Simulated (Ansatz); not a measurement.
**BHClO (SMILES O[B]Cl): UHSE06/STO-3G**

What is the electronic atomisation energy of BHClO at UHSE06/STO-3G? 

The calculation is run with Ansatz 0.2.0.

62 further runs of the same task are left out: 62 set aside as unsound or not needed.

## (1) Starting point

BHClO has 4 atoms, charge 0, and is taken as a doublet. As SMILES, `O[B]Cl`. The shape is that of a PBE0-D4/def2-TZVP optimisation.

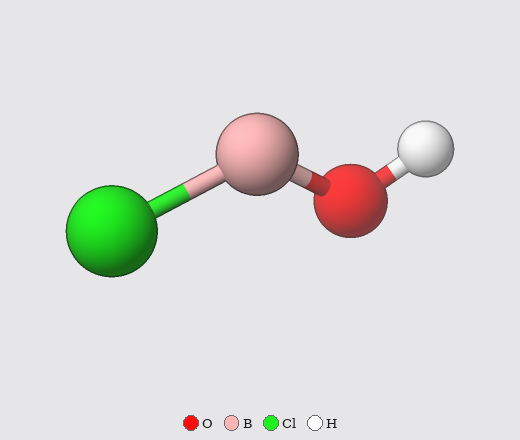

Viewed from a chosen angle; oxygen red, boron pink, chlorine green, hydrogen white.

## (2) A single-point energy at UHSE06/STO-3G

molecule.yaml

```yaml
basis:
  gaussian:
    orbitals: STO-3G
crystal:
  periodic: [false, false, false]
  atoms:
    - {symbol: O, position_ang: [0.545600, 0.191100, -0.589300]}
    - {symbol: B, position_ang: [-0.429900, 0.065600, 0.312600]}
    - {symbol: Cl, position_ang: [-0.557200, -1.323200, 1.352900]}
    - {symbol: H, position_ang: [0.497000, 1.006200, -1.096500]}
total_charge: 0
magnetization:
  spin_polarized: true
  initial_magnetization: 1
hamiltonian:
  xc: {name: HSE06}
accuracy: high
```

Run with:

```
$ ansatz run molecule.yaml --threads 1 --pin off --max-ram 2610MiB --events-out events.jsonl --progress --plain --runs-dir runs
```

What it wrote:

```text
Warning: RAYON_NUM_THREADS=1 ignored (pool sized by the plan → 1); use --threads N
Functional definition: HSE06
  name "HSE06"
  parameter a = 0.25
  parameter omega = 0.11/bohr
  exchange = pbe_x - a*pbe_x_sr(omega) + a*exact_x_sr(omega)
  correlation = pbe_c
349 factors; integrals over basis functions are off by at most 3.1e-8 eV
56 factors; integrals over basis functions are off by at most 7.0e-10 eV
mean field evaluation 1: about -15081.2688 eV, gradient 8.6e0 eV
mean field evaluation 2: about -15081.4133 eV, gradient 9.2e0 eV
mean field evaluation 4: about -15081.9609 eV, gradient 6.7e-1 eV
mean field evaluation 8: about -15081.9607 eV, gradient 6.1e-3 eV
mean field evaluation 16: about -15081.9607 eV, gradient 1.9e-8 eV
mean field -15081.96071779 eV, -554.2518334586 hartree, gradient 2.3e-8 eV, S^2 0.753174; 0 other end points of the search recorded, 0 dependent functions left out
reference -15081.96071949 eV, -554.2518335209 hartree; 16, 15 occupied and 4, 5 virtual orbitals, 349 factors
Total energy: -15081.96071949 eV, -554.2518335209 hartree
```

It took 2 s on 1 thread of Arm Neoverse V1, shared host; peak memory 0.12 GiB.

## (3) The B atom at the same level

input.yaml

```yaml
crystal:
  periodic: [false, false, false]
  atoms:
    - {symbol: B, position_ang: [0.000000, 0.000000, 0.000000]}
basis:
  gaussian: {orbitals: STO-3G}
hamiltonian: {xc: hse06}
accuracy: high
magnetization: {spin_polarized: true, initial_magnetization: 1}
```

Run the same way, it converges to -24.23396 Eh (log not shown).

## (4) The Cl atom at the same level

run.yaml

```yaml
crystal:
  periodic: [false, false, false]
  atoms:
    - symbol: Cl
      position_ang: [0.000000, 0.000000, 0.000000]
basis:
  gaussian:
    orbitals: STO-3G
magnetization:
  spin_polarized: true
  initial_magnetization: 1
hamiltonian:
  xc: {name: HSE06}
accuracy: high
```

Run the same way, it converges to -454.98149 Eh (log not shown).

## (5) The H atom at the same level

job.yaml

```yaml
crystal:
  periodic: [false, false, false]
  atoms:
    - {symbol: H, position_ang: [0.000000, 0.000000, 0.000000]}
basis:
  gaussian: {orbitals: STO-3G}
hamiltonian: {xc: hse06}
accuracy: high
magnetization: {spin_polarized: true, initial_magnetization: 1}
```

Run the same way, it converges to -0.46620 Eh (log not shown).

## (6) The O atom

run.yaml

```yaml
crystal:
  periodic: [false, false, false]
  atoms:
    - symbol: O
      position_ang: [0.000000, 0.000000, 0.000000]
basis:
  gaussian: {orbitals: STO-3G}
hamiltonian: {xc: hse06}
magnetization: {spin_polarized: true, initial_magnetization: 2}
accuracy: high
```

Run the same way, it converges to -73.97333 Eh (log not shown).

## (7) Summary of results

Level: UHSE06/STO-3G.

| quantity | value |
| --- | --- |
| molecule: total energy | -554.25183 Eh |
| molecule: ⟨S²⟩ | 0.753 |
| B atom: total energy | -24.23396 Eh |
| B atom: ⟨S²⟩ | 0.750 |
| Cl atom: total energy | -454.98149 Eh |
| Cl atom: ⟨S²⟩ | 0.750 |
| H atom: total energy | -0.46620 Eh |
| H atom: ⟨S²⟩ | 0.750 |
| O atom: total energy | -73.97333 Eh |
| O atom: ⟨S²⟩ | 2.000 |
| electronic atomisation energy | 16.241 eV |

In words: Taking the molecule apart into free atoms costs 16.24 eV (1567 kJ/mol), before zero-point energy and without spin-orbit coupling. In a minimal basis such a difference can be off by several eV, whatever the method.
